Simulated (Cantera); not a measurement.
Charge: 1 mol Si3N4, 0.22 mol N2O, 110 mol N2, equilibrated at 1152 °C.

These are equilibrium values from Cantera (NASA tables, ideal gas, pure condensed phases), not measurements of a reactor. Candidate condensed phases: Si, SiO2, Si2N2O, Si3N4; 16 gas species. Mutual solubility and eutectic melting of coexisting phases are not modelled. The numbers say what is thermodynamically allowed, not how fast it happens.

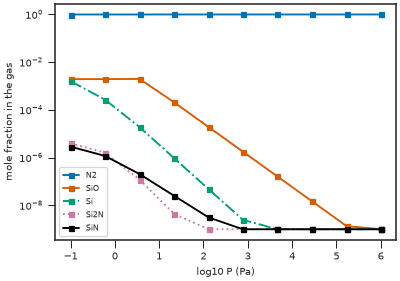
*Equilibrium gas composition (values under 1e-9 drawn at 1e-9)*

From 0.100 Pa to 0.600 Pa the condensed part is Si(s). At 3.60 Pa the condensed part is Si3N4(s). From 22.0 Pa to 10.0 bar the condensed part is Si2N2O(s) + Si3N4(s).
